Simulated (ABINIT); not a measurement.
**CO2 (I-42d): zone-centre phonons**

Aim: the zone-centre modes of CO2 (I-42d).

Main program and level: ABINIT 10.8.3; DFT LDA, scalar-relativistic, plane waves, PseudoDojo norm-conserving pseudopotentials.

### 1. The starting structure

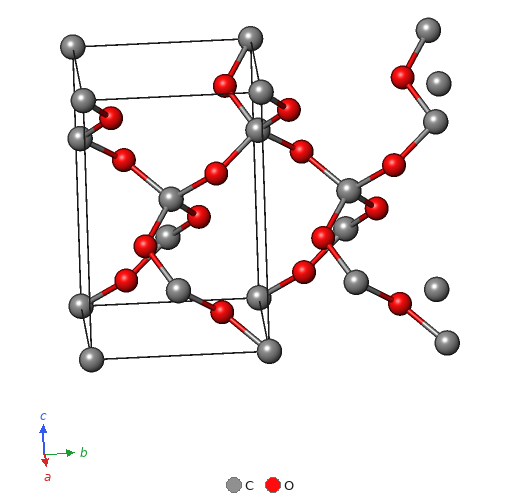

The cell as given, slightly off an axis (carbon grey, oxygen red). 1×2×1 cells are drawn. This picture shows the conventional cell, with its axes. Bonds to atoms that aren't drawn are left out. Some periodic images of atoms are drawn too.

### 2. A first look

A first run with smearing and empty bands tells whether the crystal has a gap, which decides between fixed occupations and smearing later on.

probe.abi reads:

```
# ground state
tolvrs 1.0d-08
prtden 1
prtwf 1

# basis, mesh and filling
ecut 37.0
ngkpt 6 6 6
nshiftk 1
shiftk 0.0 0.0 0.0
istwfk *1
occopt 7
tsmear 0.005
nband 24
nstep 100
diemac 9.0
prtebands 0
prtgsr 0
useylm 1

# cell and atoms
acell 7.764829016 7.764829016 7.764829016
rprim 
    -0.4805892304 0.4805892304 0.733531174
    0.4805892304 -0.4805892304 0.733531174
    0.4805892304 0.4805892304 -0.733531174
ntypat 2
znucl 6 8
natom 6
typat 1 1 2 2 2 2
xred 
    0.75 0.25 0.5
    0.0 0.0 0.0
    0.7097980000 0.125 0.0847980000
    0.0402020000 0.625 0.9152020000
    0.375 0.2902020000 0.4152020000
    0.875 0.9597980000 0.5847980000
pp_dirpath "./pseudo"
pseudos "C.upf, O.upf"
```

On the command line:

```console
OMP_NUM_THREADS=1 mpirun -n 16 abinit probe.abi > probe.log
```

Numbers of over 12 decimals in the logs are rounded to 6 here.

probe.abo, the main output file:

```text
[banners, grids, parts of the stress and lines that vanish by symmetry left out]
- input  file    -> probe.abi
- output file    -> probe.abo
- root for input  files -> probei
[...]
Symmetries : space group I-4 2 d (#122); Bravais tI (body-center tetrag.)
[...]
mpw =        3428          nfft =       91125          nkpt =          30
[...]
== DATASET  1 ==================================================================
[...]
cutoff_energies: {ecut:  37.0, pawecutdg:  -1.0, }
[...]
ETOT  1  -77.782441691036    -7.778E+01 1.323E-01 5.202E+02
 ETOT  2  -77.799666379335    -1.722E-02 2.147E-02 5.759E+02
 ETOT  3  -77.989031497915    -1.894E-01 9.423E-03 4.112E+00
 ETOT  4  -77.990424264963    -1.393E-03 4.795E-03 1.177E-01
 ETOT  5  -77.990445463826    -2.120E-05 6.440E-03 1.738E-03
 ETOT  6  -77.990445773501    -3.097E-07 5.676E-03 7.212E-05
 ETOT  7  -77.990445780945    -7.444E-09 1.667E-03 1.098E-06
 ETOT  8  -77.990445781235    -2.901E-10 1.176E-03 3.674E-09
 At SCF step    8       vres2   =  3.67E-09 < tolvrs=  1.00E-08 =>converged.
[...]
sigma(1 1)=  4.92037267E-04  sigma(3 2)=  0.00000000E+00
  sigma(2 2)=  4.92037267E-04  sigma(3 1)=  0.00000000E+00
  sigma(3 3)=  5.20495137E-04  sigma(2 1)=  0.00000000E+00
[...]
convergence: {deltae: -2.901E-10, res2:  3.674E-09, residm:  1.176E-03, diffor: null, }
etotal    :  -7.79904458E+01
[...]
sigma(1 1)=  4.92037267E-04  sigma(3 2)=  0.00000000E+00
  sigma(2 2)=  4.92037267E-04  sigma(3 1)=  0.00000000E+00
  sigma(3 3)=  5.20495137E-04  sigma(2 1)=  0.00000000E+00
[...]
- sigma(1 1)=  1.44762362E+01  sigma(3 2)=  0.00000000E+00
- sigma(2 2)=  1.44762362E+01  sigma(3 1)=  0.00000000E+00
- sigma(3 3)=  1.53134956E+01  sigma(2 1)=  0.00000000E+00
[...]
fcart     -2.1139489844E-31 -2.3196681159E-48 -1.0152161755E-19
           strten      4.9203726667E-04  4.9203726667E-04  5.2049513681E-04
================================================================================

[key lines of the parts left out:]
pressure_GPa:  -1.4755E+01
```

Elapsed: 7.8 s, on 16 MPI ranks of Arm Neoverse V2, shared host.

This step gave:

```yaml
volume_per_atom: 7.836 Å³
pressure: -14.76 GPa
gap_on_the_k_mesh: 7.451 eV
```

A gap of 7.5 eV opens on this mesh, so the crystal is taken as an insulator; the printed pressure holds the stress of the finite basis too.

### 3. Relaxing the cell and atoms

The harmonic expansion needs vanishing forces, and a free crystal bears no stress, so cell and atoms are brought to rest. Stress is more sensitive to the basis than forces are: the last 3 Ha under the cutoff are smoothed with ecutsm, and the cutoff is raised above that of the later runs.

relax.abi reads:

```
# relaxation
ionmov 2
optcell 2
dilatmx 1.08
ntime 40
tolmxf 1.0d-05
tolvrs 1.0d-14
prtwf 0
prtden 0
chksymtnons 0

# basis, mesh and filling
ecut 46.0
ecutsm 3.0
ngkpt 6 6 6
nshiftk 1
shiftk 0.0 0.0 0.0
istwfk *1
occopt 1
nband 16
nstep 100
diemac 9.0
prtebands 0
prtgsr 0
useylm 1

# cell and atoms
acell 7.764829016 7.764829016 7.764829016
rprim 
    -0.4805892304 0.4805892304 0.733531174
    0.4805892304 -0.4805892304 0.733531174
    0.4805892304 0.4805892304 -0.733531174
ntypat 2
znucl 6 8
natom 6
typat 1 1 2 2 2 2
xred 
    0.75 0.25 0.5
    0.0 0.0 0.0
    0.7097980000 0.125 0.0847980000
    0.0402020000 0.625 0.9152020000
    0.375 0.2902020000 0.4152020000
    0.875 0.9597980000 0.5847980000
pp_dirpath "./pseudo"
pseudos "C.upf, O.upf"
```

On the command line:

```console
OMP_NUM_THREADS=1 mpirun -n 16 abinit relax.abi > relax.log
```

relax.abo, the main output file:

```text
[banners, grids, parts of the stress and lines that vanish by symmetry left out]
- input  file    -> relax.abi
- output file    -> relax.abo
- root for input  files -> relaxi
[...]
Symmetries : space group I-4 2 d (#122); Bravais tI (body-center tetrag.)
[...]
mpw =        5995          nfft =      157464          nkpt =          30
[...]
== DATASET  1 ==================================================================
[...]
cutoff_energies: {ecut:  46.0, pawecutdg:  -1.0, }
[...]
ETOT  1  -77.753633181977    -7.775E+01 1.883E-01 6.883E+02
 ETOT  2  -77.885050257881    -1.314E-01 4.679E-03 5.369E+02
 ETOT  3  -77.989089944850    -1.040E-01 7.012E-04 1.674E+01
 ETOT  4  -77.991419314013    -2.329E-03 7.593E-06 1.309E+00
 ETOT  5  -77.991582575305    -1.633E-04 1.538E-06 1.289E-01
[...]
At SCF step   13       vres2   =  5.37E-15 < tolvrs=  1.00E-14 =>converged.
[...]
sigma(1 1)=  4.46145389E-04  sigma(3 2)=  0.00000000E+00
  sigma(2 2)=  4.46145389E-04  sigma(3 1)=  0.00000000E+00
  sigma(3 3)=  4.74113663E-04  sigma(2 1)=  0.00000000E+00
[...]
convergence: {deltae:  0.000E+00, res2:  5.371E-15, residm:  9.534E-19, diffor: null, }
etotal    :  -7.79915971E+01
[...]
ETOT  1  -77.970447484715    -7.797E+01 7.653E-01 3.647E+02
[...]
At SCF step   13       vres2   =  4.76E-15 < tolvrs=  1.00E-14 =>converged.
[...]
sigma(1 1)=  2.80404048E-05  sigma(3 2)=  0.00000000E+00
  sigma(2 2)=  2.80404048E-05  sigma(3 1)=  0.00000000E+00
  sigma(3 3)=  1.00596733E-04  sigma(2 1)=  0.00000000E+00
[...]
convergence: {deltae:  1.094E-12, res2:  4.763E-15, residm:  2.335E-19, diffor: null, }
etotal    :  -7.79950836E+01
[...]
ETOT  1  -77.994581286444    -7.799E+01 2.554E-02 7.316E+00
[...]
At SCF step   12       vres2   =  4.26E-15 < tolvrs=  1.00E-14 =>converged.
[...]
sigma(1 1)= -8.41551376E-06  sigma(3 2)=  0.00000000E+00
  sigma(2 2)= -8.41551376E-06  sigma(3 1)=  0.00000000E+00
  sigma(3 3)=  4.77870099E-05  sigma(2 1)=  0.00000000E+00
[...]
convergence: {deltae:  1.251E-12, res2:  4.258E-15, residm:  1.641E-19, diffor: null, }
etotal    :  -7.79952374E+01
[...]
ETOT  1  -77.992972239455    -7.799E+01 1.190E-02 2.161E+01
[...]
At SCF step   12       vres2   =  1.39E-15 < tolvrs=  1.00E-14 =>converged.
[...]
sigma(1 1)= -2.84629364E-05  sigma(3 2)=  0.00000000E+00
  sigma(2 2)= -2.84629364E-05  sigma(3 1)=  0.00000000E+00
  sigma(3 3)= -3.01091824E-05  sigma(2 1)=  0.00000000E+00
[...]
convergence: {deltae: -3.013E-12, res2:  1.395E-15, residm:  1.736E-19, diffor: null, }
etotal    :  -7.79954664E+01
[...]
ETOT  1  -77.995229471438    -7.800E+01 5.895E-03 1.833E+00
[...]
sigma(1 1)= -4.48191156E-06  sigma(3 2)=  0.00000000E+00
  sigma(2 2)= -4.48191156E-06  sigma(3 1)=  0.00000000E+00
[...]
convergence: {deltae:  5.116E-13, res2:  5.770E-15, residm:  7.519E-19, diffor: null, }
etotal    :  -7.79955209E+01
[...]
ETOT  1  -77.995510622637    -7.800E+01 1.490E+01 2.564E-01
[...]
convergence: {deltae:  1.720E-12, res2:  6.639E-16, residm:  1.728E-19, diffor: null, }
etotal    :  -7.79955369E+01
[...]
ETOT  1  -77.995524425554    -7.800E+01 3.676E-06 2.123E-01
[...]
convergence: {deltae:  4.547E-13, res2:  9.339E-16, residm:  3.115E-19, diffor: null, }
etotal    :  -7.79955511E+01
[...]
ETOT  1  -77.995477899843    -7.800E+01 1.367E+01 5.835E-01
[...]
convergence: {deltae: -9.805E-13, res2:  4.205E-15, residm:  5.345E-19, diffor: null, }
etotal    :  -7.79955686E+01
[...]
ETOT  1  -77.995508308638    -7.800E+01 1.038E-04 5.452E-01
[...]
convergence: {deltae:  1.421E-13, res2:  3.640E-15, residm:  2.485E-19, diffor: null, }
etotal    :  -7.79955771E+01
[...]
ETOT  1  -77.995569604815    -7.800E+01 1.013E-07 1.173E-01
[...]
convergence: {deltae:  1.165E-12, res2:  3.125E-15, residm:  2.640E-19, diffor: null, }
etotal    :  -7.79955787E+01
[...]
ETOT  1  -77.995578532746    -7.800E+01 8.297E-08 4.340E-03
[...]
At SCF step   11       vres2   =  2.23E-16 < tolvrs=  1.00E-14 =>converged.
[...]
sigma(2 2)=  8.52213222E-08  sigma(3 1)=  0.00000000E+00
  sigma(3 3)=  2.21588703E-07  sigma(2 1)=  0.00000000E+00
[...]
convergence: {deltae: -6.679E-13, res2:  2.230E-16, residm:  1.960E-20, diffor: null, }
etotal    :  -7.79955788E+01
[...]
ETOT  1  -77.995578807124    -7.800E+01 1.856E-11 1.948E-05
[...]
ETOT  7  -77.995578808748    -3.979E-13 5.394E-18 4.333E-14
 ETOT  8  -77.995578808747     6.537E-13 2.929E-19 2.023E-15
 At SCF step    8       vres2   =  2.02E-15 < tolvrs=  1.00E-14 =>converged.
[...]
sigma(1 1)= -6.62186176E-09  sigma(3 2)=  0.00000000E+00
  sigma(2 2)= -6.62186176E-09  sigma(3 1)=  0.00000000E+00
  sigma(3 3)=  5.69816874E-09  sigma(2 1)=  0.00000000E+00
[...]
convergence: {deltae:  6.537E-13, res2:  2.023E-15, residm:  2.929E-19, diffor: null, }
etotal    :  -7.79955788E+01
[...]
At Broyd/MD step  12, gradients are converged :
[...]
sigma(1 1)= -6.62186176E-09  sigma(3 2)=  0.00000000E+00
  sigma(2 2)= -6.62186176E-09  sigma(3 1)=  0.00000000E+00
  sigma(3 3)=  5.69816874E-09  sigma(2 1)=  0.00000000E+00
[...]
- sigma(1 1)= -1.94821899E-04  sigma(3 2)=  0.00000000E+00
- sigma(2 2)= -1.94821899E-04  sigma(3 1)=  0.00000000E+00
- sigma(3 3)=  1.67645912E-04  sigma(2 1)=  0.00000000E+00
[...]
fcart     -5.4976160840E-25 -2.9992913609E-25  2.0364657149E-27
           strten     -6.6218617620E-09 -6.6218617603E-09  5.6981687389E-09
================================================================================

[key lines of the parts left out:]
pressure_GPa:   7.3999E-05
Total energy (etotal) [Ha]= -7.79955788087473E+01
```

Elapsed: 1.8 min, on 16 MPI ranks; 28 min of CPU time.

Step by step:

```
step  energy less that of the first step (eV)  largest force (eV/Å)  volume (Å³)
   1                                   0.0000                0.5071        47.01
   2                                  -0.0949                0.2033        45.11
   3                                  -0.0991                0.2313        44.85
   4                                  -0.1053                0.1614        44.40
   5                                  -0.1068                0.0691        44.31
   6                                  -0.1072                0.0221        44.32
   7                                  -0.1076                0.0085        44.32
   8                                  -0.1081                0.0282        44.27
   9                                  -0.1083                0.0193        44.21
  10                                  -0.1083                0.0047        44.18
  11                                  -0.1083                0.0004        44.17
  12                                  -0.1083                0.0000        44.17
```

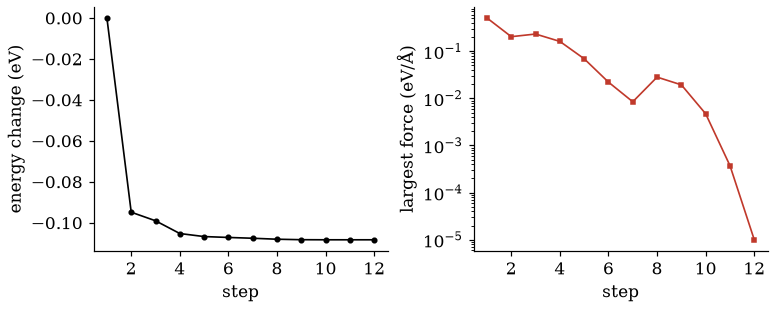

Energy and largest force along the relaxation.

```
conventional cell, symmetrised  before  after  change
                         a (Å)   3.949  3.871  -2.0 %
                         b (Å)   3.949  3.871  -2.0 %
                         c (Å)   6.028  5.897  -2.2 %
              volume (Å³/atom)    7.84   7.36  -6.0 %
```

The atoms that moved most (Å, as changes of fractional coordinates times the final cell):

```
atom      dx      dy     dz  length
  O3   0.000  -0.016  0.000   0.016
  O5   0.016   0.000  0.000   0.016
  O4   0.000   0.016  0.000   0.016
  O6  -0.016   0.000  0.000   0.016
```

The relaxed structure:

```xyz
6
Lattice="-1.9354 1.9354 2.9483 1.9354 -1.9354 2.9483 1.9354 1.9354 -2.9483" Properties=species:S:1:pos:R:3 pbc="T T T"
C     0.0000    1.9354    1.4741
C     0.0000    0.0000    0.0000
O    -0.9677    1.2801    2.2112
O     2.9030    0.6552   -0.7371
O     0.6552    0.9677    0.7371
O     1.2801    0.9677    3.6854
```

Read from the output:

```
volume per atom : 7.362 Å³
pressure        : 7.40e-5 GPa
```

The volume changes by -6.0 % in this run and stands -6.0 % from the first cell.

### 4. Ground state

First-order wavefunctions inherit every error of the ground state, hence the very tight tolvrs. The mesh is shifted off Γ, since shifted meshes converge sums over the zone faster.

gs.abi reads:

```
# ground state
tolvrs 1.0d-16
prtden 1
prtwf 1

# basis, mesh and filling
ecut 37.0
ngkpt 8 8 8
nshiftk 1
shiftk 0.5 0.5 0.5
istwfk *1
occopt 1
nband 16
nstep 100
diemac 9.0
prtebands 0
prtgsr 0
useylm 1

# cell and atoms
acell 7.602135038 7.602135038 7.602135038
rprim 
    -0.481086565 0.481086565 0.7328788672
    0.481086565 -0.481086565 0.7328788672
    0.481086565 0.481086565 -0.7328788672
ntypat 2
znucl 6 8
natom 6
typat 1 1 2 2 2 2
xred 
    0.75 0.25 0.5
    0.0 0.0 0.0
    0.7057193169 0.125 0.0807193169
    0.0442806831 0.625 0.9192806831
    0.375 0.2942806831 0.4192806831
    0.875 0.9557193169 0.5807193169
pp_dirpath "./pseudo"
pseudos "C.upf, O.upf"
```

On the command line:

```console
OMP_NUM_THREADS=1 mpirun -n 16 abinit gs.abi > gs.log
```

gs.abo, the main output file:

```text
[banners, grids, parts of the stress and lines that vanish by symmetry left out]
- input  file    -> gs.abi
- output file    -> gs.abo
- root for input  files -> gsi
[...]
Symmetries : space group I-4 2 d (#122); Bravais tI (body-center tetrag.)
[...]
mpw =        3219          nfft =       91125          nkpt =          56
[...]
== DATASET  1 ==================================================================
[...]
cutoff_energies: {ecut:  37.0, pawecutdg:  -1.0, }
[...]
ETOT  1  -77.768291261471    -7.777E+01 3.145E-01 4.063E+02
 ETOT  2  -77.893788164803    -1.255E-01 1.208E-03 3.094E+02
 ETOT  3  -77.992525271643    -9.874E-02 6.148E-04 7.637E+00
 ETOT  4  -77.994322364253    -1.797E-03 5.582E-06 5.341E-01
 ETOT  5  -77.994433707710    -1.113E-04 1.051E-06 4.436E-02
[...]
ETOT 14  -77.994441453921    -2.416E-13 3.575E-20 1.561E-16
 ETOT 15  -77.994441453921    -4.832E-13 3.910E-22 5.169E-18
 At SCF step   15       vres2   =  5.17E-18 < tolvrs=  1.00E-16 =>converged.
[...]
sigma(1 1)=  4.83336333E-05  sigma(3 2)=  0.00000000E+00
  sigma(2 2)=  4.83336333E-05  sigma(3 1)=  0.00000000E+00
  sigma(3 3)=  4.89031678E-05  sigma(2 1)=  0.00000000E+00
[...]
convergence: {deltae: -4.832E-13, res2:  5.169E-18, residm:  3.910E-22, diffor: null, }
etotal    :  -7.79944415E+01
[...]
sigma(1 1)=  4.83336333E-05  sigma(3 2)=  0.00000000E+00
  sigma(2 2)=  4.83336333E-05  sigma(3 1)=  0.00000000E+00
  sigma(3 3)=  4.89031678E-05  sigma(2 1)=  0.00000000E+00
[...]
- sigma(1 1)=  1.42202459E+00  sigma(3 2)=  0.00000000E+00
- sigma(2 2)=  1.42202459E+00  sigma(3 1)=  0.00000000E+00
- sigma(3 3)=  1.43878087E+00  sigma(2 1)=  0.00000000E+00
[...]
fcart     -1.1293772621E-21  8.6278307356E-31  9.7010497947E-22
           strten      4.8333633262E-05  4.8333633262E-05  4.8903167755E-05
================================================================================

[key lines of the parts left out:]
pressure_GPa:  -1.4276E+00
```

It took 14 s on 16 MPI ranks; 3.7 min of CPU time.

This step gave:

```yaml
pressure: -1.428 GPa
```

The cell stands at -1.4 GPa: the relaxation ran with a smoothed and higher cutoff and on another k mesh.

### 5. The gap at rest

Empty bands on the ground state's density check that the gap assumed so far is there in this cell.

gap.abi reads:

```
# empty bands on the ground state's density
iscf -2
getden_filepath "gso_DEN"
tolwfr 1.0d-12
nbdbuf 2
prtwf 0

# basis, mesh and filling
ecut 37.0
ngkpt 8 8 8
nshiftk 1
shiftk 0.0 0.0 0.0
istwfk *1
occopt 1
nband 20
nstep 100
diemac 9.0
prtebands 0
prtgsr 0
useylm 1

# cell and atoms
acell 7.602135038 7.602135038 7.602135038
rprim 
    -0.481086565 0.481086565 0.7328788672
    0.481086565 -0.481086565 0.7328788672
    0.481086565 0.481086565 -0.7328788672
ntypat 2
znucl 6 8
natom 6
typat 1 1 2 2 2 2
xred 
    0.75 0.25 0.5
    0.0 0.0 0.0
    0.7057193169 0.125 0.0807193169
    0.0442806831 0.625 0.9192806831
    0.375 0.2942806831 0.4192806831
    0.875 0.9557193169 0.5807193169
pp_dirpath "./pseudo"
pseudos "C.upf, O.upf"
```

On the command line:

```console
OMP_NUM_THREADS=1 mpirun -n 16 abinit gap.abi > gap.log
```

gap.abo, the main output file:

```text
[banners, grids, parts of the stress and lines that vanish by symmetry left out]
- input  file    -> gap.abi
- output file    -> gap.abo
- root for input  files -> gapi
[...]
Symmetries : space group I-4 2 d (#122); Bravais tI (body-center tetrag.)
[...]
mpw =        3230          nfft =       91125          nkpt =          59
[...]
== DATASET  1 ==================================================================
[...]
cutoff_energies: {ecut:  37.0, pawecutdg:  -1.0, }
[...]
-outvars: echo values of variables after computation
            acell      7.6021350380E+00  7.6021350380E+00  7.6021350380E+00 Bohr
================================================================================
```

It took 11 s on 16 MPI ranks.

Numbers from this step:

```
gap on the k-mesh : 7.585 eV
```

In this cell the gap on the mesh is 7.6 eV, indirect (smallest direct 8.1 eV), so fixed occupations hold.

[end of part 1 of 3]

[Host names and launcher messages were left out of these logs when they were recorded.]

[Logs are printed without paths, hosts, clocks, repeated set-up lines and the standing remarks that a program may print on its own settings, such as how far it seeks lower states.]

[Hosts, paths, dates, database ids (printed as entryN), source tags and the programs' standing remarks are cut or masked in the printed files.]
